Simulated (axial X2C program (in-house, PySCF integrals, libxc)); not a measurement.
# Relativistic diatomic calculation for ZnN

System: ZnN, single determinant with Ω = 3/2. The distance is the PBE0 minimum at charge 0.
Method: expectation values, HF and Kohn-Sham, two-component X2C with atomic mean-field Coulomb and Gaunt terms, Zn dyall-cv3z, N dyall-av3z (cores contracted) (axial X2C program (in-house, PySCF integrals, libxc)).

## Results in brief

- outcome: converged; the levels of theory disagree widely
- hardware: 1 thread of Intel Xeon (Granite Rapids), 64 GiB of memory available, shared host
- wall time: 1.5 s
- peak memory: 0.3 GiB

## Input
```
{"zs": [30, 7], "q": 0, "bas": ["dyall-cv3z", "dyall-av3z"], "r0": 1.8, "levels": ["PBE0", "HF", "PBE", "BHandHLYP", "LDA"], "nst": 3}
```

The line is the task of a batch: nuclear charges, charge, bases, the levels to run, a first guess of the distance and further settings. This report covers the levels named above. The log is that of the reference distance, started from orbitals converged before.

The run was one of a batch that the task file lists, launched with:
```bash
python <driver script> task.json out
```

## The program's output
```
two-component X2C + atomic mean field  PBE0
basis functions 165  fitting functions 855  grid points 5077
iter        total energy     max residual
   1      -1849.762482268     1.78e-05
   2      -1849.762482275     1.08e-05
   3      -1849.762482278     9.21e-06
converged
one-electron -2685.43439320  Coulomb 860.07473351  exact exchange -19.23909786  xc functional -59.32998415  nuclear repulsion 54.74247010  atomic mean-field constant -0.57621068
```

## Expectation values by level of theory

```
                                             quantity    PBE0      HF     PBE  BHandHLYP     LDA
effective field for an electron dipole moment (GV/cm)   −2.00   −2.46   −1.77      −2.14   −1.73
           field gradient at the first nucleus (a.u.)   −1.25   −1.59   −1.07      −1.30   −1.01
          field gradient at the second nucleus (a.u.)  −0.658  −0.509  −0.692     −0.616  −0.642
                           A∥/gI, first nucleus (MHz)     484     255     513        450     502
                          A∥/gI, second nucleus (MHz)   −32.3    16.7   −37.7      −3.62   −44.0
```

Each column comes from one determinant, in a basis with contracted cores. The levels disagree widely: A∥/gI at the first nucleus runs from 255 to 513 MHz and A∥/gI at the second nucleus runs from −44.0 to 16.7 MHz. They may not all have settled in the same state, and these values aren't reliable properties of the molecule.

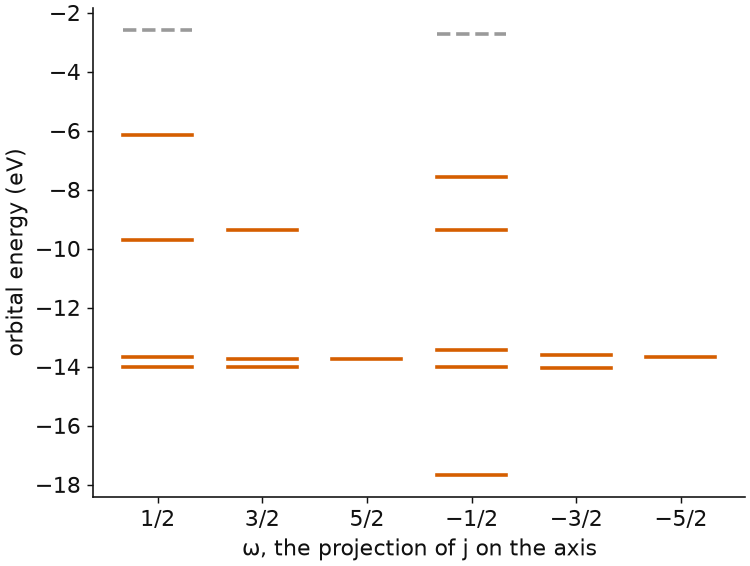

*Orbital energies (PBE0) near the frontier at 2.03 Å, filled (solid) and empty (dashed).*

The highest filled spinor (1/2; 50 % Zn s, 22 % Zn p) lies at −6.15 eV, the lowest empty one (−1/2; 35 % Zn s, 32 % N p) at −2.71 eV.
